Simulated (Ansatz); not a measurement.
Input

```
crystal:
  periodic: [false, false, false]
  atoms:
    - { symbol: C, position_ang: [-0.9037, -0.4554, 1.4844] }
    - { symbol: Si, position_ang: [0.1146, -0.4044, -0.0302] }
    - { symbol: "N", position_ang: [1.6294, -1.0429, 0.2903] }
    - { symbol: F, position_ang: [-0.4259, -1.4082, -1.1092] }
    - { symbol: C, position_ang: [0.2039, 1.2886, -0.8661] }
    - { symbol: O, position_ang: [-0.9953, 1.8247, -1.4548] }
    - { symbol: H, position_ang: [-1.9382, -0.0674, 1.2404] }
    - { symbol: H, position_ang: [-0.9943, -1.3983, 1.892] }
    - { symbol: H, position_ang: [-0.5497, 0.2662, 2.2919] }
    - { symbol: H, position_ang: [2.146, -1.1869, -0.5576] }
    - { symbol: H, position_ang: [1.5274, -1.9795, 0.7073] }
    - { symbol: H, position_ang: [0.5389, 2.0391, -0.0854] }
    - { symbol: H, position_ang: [0.9214, 1.3061, -1.6446] }
    - { symbol: H, position_ang: [-1.2874, 1.189, -2.1296] }
basis:
  gaussian: { orbitals: def2-SVP }
hamiltonian:
  xc: pbe
  dispersion: d4
relax:
  f_tol: 0.015
  max_steps: 40
output:
  orbitals: {}
```

Launched as:

```sh
ansatz run input.yaml --threads 2 --pin off --max-ram 3072MiB --backend cpu --events-out ev --progress --plain --runs-dir out
```

The fields are those of the relaxed geometry.

All numbers below come from Ansatz 0.2.0, RKS PBE-D4/def2-SVP.

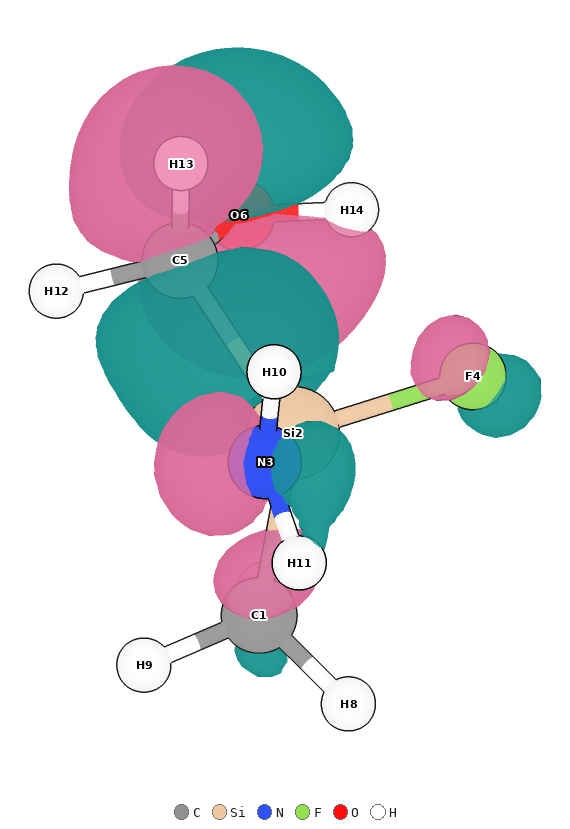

C₂H₈FNOSi (SMILES C[Si](N)(F)CO). The HOMO at ±0.1 Å⁻³ᐟ² (teal and pink are the two phases), seen at an oblique angle.

Q: Describe this orbital and give its energy.

A: By Hirshfeld shares it lies mainly on O6 (about 55 %), C5 (about 15 %), Si2 (about 10 %) and H13 (about 5 %). Its energy is −5.48 eV.
